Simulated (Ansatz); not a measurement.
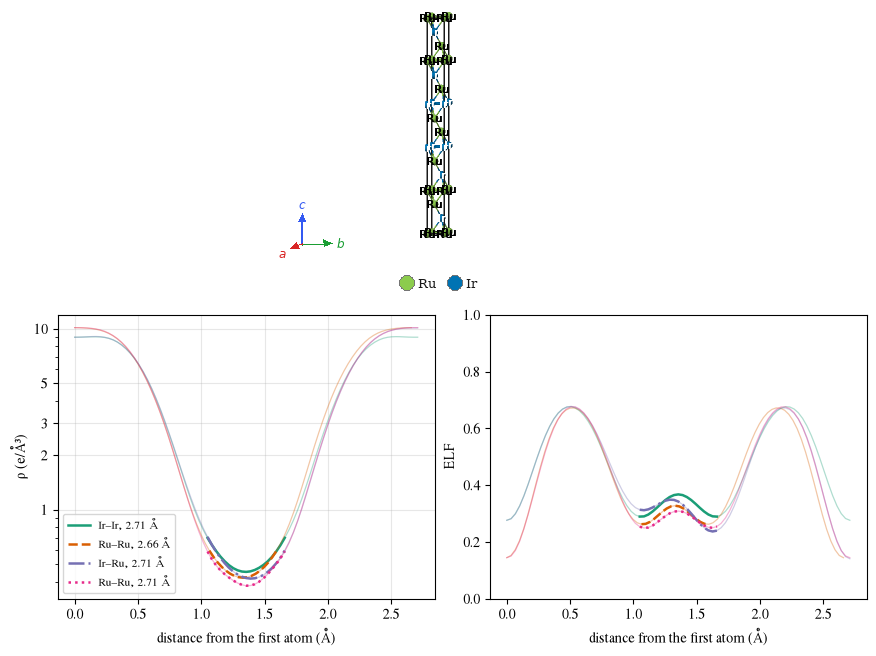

*Ir₂Ru₃. Valence pseudo-density and ELF along straight lines between neighbouring atoms. Thin, pale parts lie inside the atomic spheres. The structure is drawn too.*

Space group R-3m; a structure generated by program, which may or may not match a known phase; computed without spin polarisation.

The calculation used DFT PBE, scalar-relativistic, plane waves, PAW in Ansatz 0.2.0.

The density is the valence pseudo-density of a PAW calculation; it isn't the true density close to the nuclei.

The calculation's input:

```
crystal:
  lattice:
    - [1.3546572008, 0.7821116995, 11.0737912]
    - [-1.3546572008, 0.7821116995, 11.0737912]
    - [0.0, -1.5642233991, 11.0737912]
  atoms:
    - { symbol: Ru, position: [0.199027, 0.199027, 0.199027] }
    - { symbol: Ru, position: [0.800973, 0.800973, 0.800973] }
    - { symbol: Ru, position: [0.0, 0.0, 0.0] }
    - { symbol: Ir, position: [0.399914, 0.399914, 0.399914] }
    - { symbol: Ir, position: [0.600086, 0.600086, 0.600086] }
basis:
  ecutwfc: 420
kpoints:
  mp_grid: { grid: [18, 18, 18] }
  band_path:
    path:
      - [[0.0, 0.0, 0.0], [0.5, 0.5, 0.5], [0.83000786, 0.16999214, 0.5]]
      - [[0.5, -0.16999214, 0.16999214], [0.5, 0.0, 0.0], [0.0, 0.0, 0.0], [0.33499607, -0.33499607, 0.0]]
      - [[0.66500393, 0.0, 0.33499607], [0.5, 0.0, 0.5], [0.0, 0.0, 0.0]]
    npoints: 14
hamiltonian:
  xc: pbe
scf:
  occupations: { method: gaussian, width: 0.1 }
  n_extra_bands: 12
output:
  forces: true
  stress: true
  eigenvalues: true
  populations: true
  dos: { projected: true, de: 0.02, nscf_kmesh: { grid: [22, 22, 22] } }
  bader: true
  write_density: true
  write_potential: true
  elf: true
  volumetric_format: npy
```

Launched as:

```sh
ansatz run input.yaml --threads 1 --pin off --max-ram 3072MiB --backend cpu --events-out ev --progress --plain --runs-dir out
```

Below, planes, directions and counts refer to the conventional cell (a = 2.71 Å, b = 2.71 Å, c = 33.22 Å, α = 90.00°, β = 90.00°, γ = 120.00°).

Q: What can be read from the curves?

A: Ir–Ir (2.71 Å): the density is about 0.45 e/Å³ at the midpoint; the ELF is about 0.35 at the midpoint.
Ru–Ru (2.66 Å): ρ is about 0.42 e/Å³ halfway; the ELF is about 0.35 at the midpoint.
Ir–Ru (2.71 Å): the density is about 0.42 e/Å³ at the midpoint; the ELF is about 0.35 at the midpoint.
Ru–Ru (2.71 Å): the density is about 0.38 e/Å³ at the midpoint; the ELF is about 0.30 at the midpoint.
